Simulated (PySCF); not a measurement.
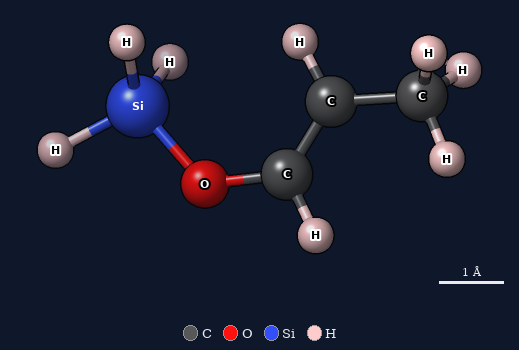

Figure 1. The structure as given in the input (ball-and-stick view, seen at a tilt). Bond lengths as drawn: C–C 1.34 to 1.49 Å, C–H 1.10 Å, C–O 1.35 Å, H–Si 1.49 Å and O–Si 1.68 Å.

**C$_{3}$H$_{8}$OSi: NMR shielding calculation**

C$_{3}$H$_{8}$OSi, computed with GIAO mPW1PW91/pcSseg-2 NMR shielding, non-relativistic, gas phase (PySCF 2.14.0).

The geometry comes from this level: PBE0-D3(BJ)/def2-SVP. Figures and captions count atoms from 1; the log counts them from 0 in places.

### Output
```
coarse grid: 10928 points
cycle   1  E = -483.8252318298  dE =  3.660e-01  |g| = 6.527e-01  |ddm| = 2.412e+00
cycle   2  E = -483.7244774695  dE =  1.008e-01  |g| = 9.829e-01  |ddm| = 1.271e+00
cycle   3  E = -483.9010732587  dE = -1.766e-01  |g| = 1.303e-01  |ddm| = 9.189e-01
cycle   4  E = -483.9038356023  dE = -2.762e-03  |g| = 6.007e-02  |ddm| = 1.078e-01
cycle   5  E = -483.9046972871  dE = -8.617e-04  |g| = 1.560e-02  |ddm| = 4.685e-02
cycle   6  E = -483.9047512642  dE = -5.398e-05  |g| = 4.122e-03  |ddm| = 1.205e-02
cycle   7  E = -483.9047552517  dE = -3.988e-06  |g| = 2.669e-04  |ddm| = 2.975e-03
final grid: 99736 points
cycle   8  E = -483.9067496104  dE = -6.332e-05  |g| = 5.210e-03  |ddm| = 3.478e-02
cycle   9  E = -483.9067445489  dE =  5.061e-06  |g| = 7.216e-03  |ddm| = 6.983e-03
cycle  10  E = -483.9067552464  dE = -1.070e-05  |g| = 1.284e-03  |ddm| = 4.452e-03
cycle  11  E = -483.9067555866  dE = -3.402e-07  |g| = 2.590e-04  |ddm| = 1.050e-03
cycle  12  E = -483.9067556003  dE = -1.371e-08  |g| = 1.025e-04  |ddm| = 2.225e-04
cycle  13  E = -483.9067556026  dE = -2.310e-09  |g| = 2.485e-05  |ddm| = 7.834e-05
cycle  14  E = -483.9067556028  dE = -1.428e-10  |g| = 2.709e-06  |ddm| = 1.692e-05
```

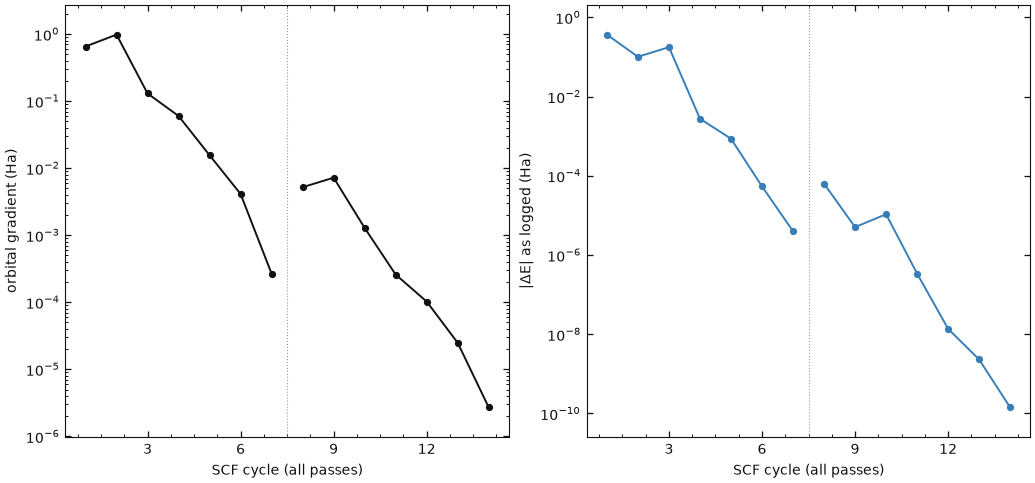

Figure 2. Convergence of the self-consistent field: orbital gradient and size of the energy change against the SCF cycle. The dotted line marks the change from a coarse to the final integration grid. The first 7 cycles use a coarse grid, the final grid takes over at cycle 8, and the field converges after 14 cycles in all.

```
converged SCF energy = -483.9067556028

GIAO shielding tensors (ppm)
atom      isotropic    diamagn.    paramagn.     s11        s22        s33       span
  0 C      168.056     236.722     -68.666    155.290    163.809    185.068     29.778
  1 C       72.977     261.180    -188.203    -21.782     87.904    152.809    174.591
  2 C       27.102     249.841    -222.739    -77.422     67.853     90.875    168.297
  3 O      234.340     389.291    -154.951    156.720    234.293    312.007    155.287
  4 Si     380.742     877.809    -497.067    340.138    346.283    455.804    115.666
  5 H       29.617      27.975       1.642     25.431     27.542     35.878     10.447
  6 H       29.615      27.915       1.700     25.434     27.514     35.897     10.464
  7 H       29.698      28.395       1.303     26.112     28.798     34.184      8.072
  8 H       26.387      35.956      -9.569     24.098     25.300     29.765      5.666
  9 H       24.700      31.088      -6.389     21.747     24.291     28.062      6.315
 10 H       26.507      28.233      -1.726     23.550     24.913     31.059      7.509
 11 H       26.346      29.693      -3.347     23.781     24.805     30.453      6.672
 12 H       26.331      29.644      -3.313     23.718     24.765     30.509      6.791
```

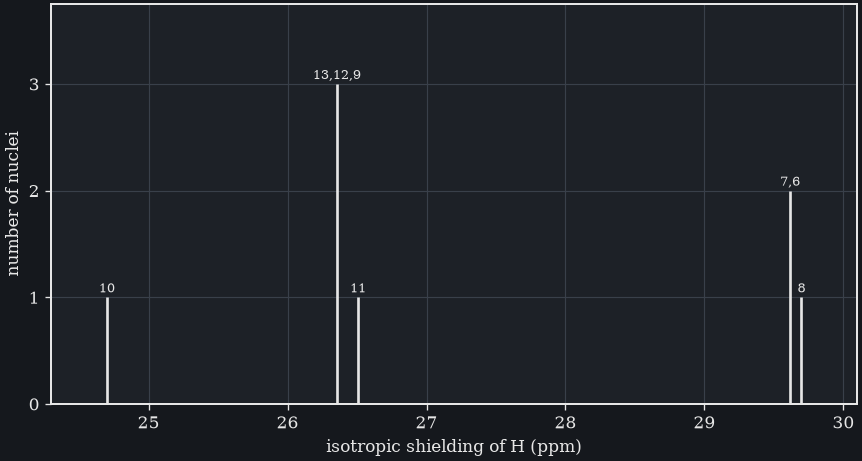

Figure 3. Isotropic shieldings of the hydrogen nuclei in this fixed geometry, labelled by atom number; shielding grows to the right, so chemical shift grows to the left. The least shielded is H10 (24.7 ppm), the most shielded H8 (29.7 ppm).

The run was set up as follows.

### The input
```
{"job": {"kind": "nmr", "xc": "mPW1PW91", "basis": "pcSseg-2", "pop": false}, "charge": 0, "multiplicity": 1}
C     -2.242045     0.112852     0.345289
C     -0.758859     0.116491     0.175251
C     -0.078763    -0.859747    -0.436453
O      1.257745    -0.918048    -0.624718
Si     2.387270     0.243624    -0.184959
H     -2.707286     0.992631    -0.130262
H     -2.528116     0.140806     1.410198
H     -2.695438    -0.786030    -0.099195
H     -0.210328     0.976002     0.582221
H     -0.588017    -1.736118    -0.854177
H      3.694005    -0.284595    -0.654992
H      2.077885     1.548288    -0.843057
H      2.399765     0.431996     1.296668
```

The first line tells a small driver script what to run in PySCF; the rest is the geometry in Å.

Launch command:
```bash
OMP_NUM_THREADS=1 python <driver script> task.json out
```

### Results in brief

| quantity | value |
| --- | --- |
| outcome | converged |
| total energy | −483.906756 hartree |
| HOMO | −6.61 eV |
| LUMO | 0.11 eV |
| dipole moment | 0.75 D |
| isotropic shielding, C | 27.1 to 168.1 ppm |
| isotropic shielding, O | 234.3 ppm |
| isotropic shielding, Si | 380.7 ppm |
| isotropic shielding, H | 24.7 to 29.7 ppm |
| hardware | 1 CPU thread, shared host |
| wall time | 36 s |
| peak memory | 1.1 GiB |
